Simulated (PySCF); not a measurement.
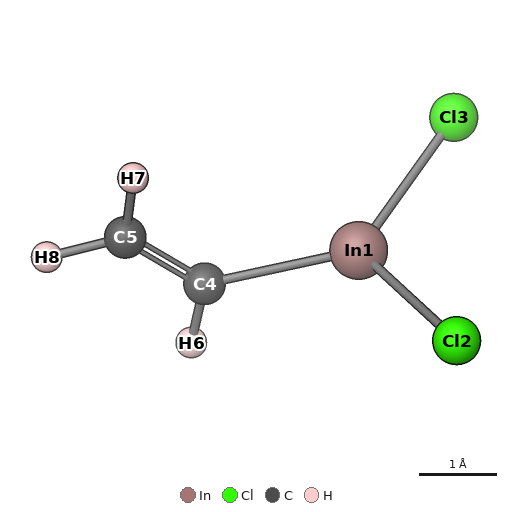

Orthographic view. Distant atoms are faded towards the background colour. The geometry was computed by an optimisation with PBE0-D3(BJ)/def2-SVP. No frequency run is at hand to confirm it as a minimum.

Give the geometry as a Z-matrix, atoms in numerical order, with these reference atoms: 2 to 1; 3 to 1, 2; 4 to 1, 3, 2; 5 to 4, 1, 3; 6 to 4, 5, 1; 7 to 5, 4, 6; 8 to 5, 7, 4.

```
In 
Cl   1   2.344
Cl   1   2.341   2   110.6
C    1   2.126   3   124.5   2   179.6
C    4   1.335   1   123.2   3   -84.7
H    4   1.096   5   119.6   1   179.6
H    5   1.095   4   123.4   6  -179.9
H    5   1.097   7   115.5   4  -179.9
```
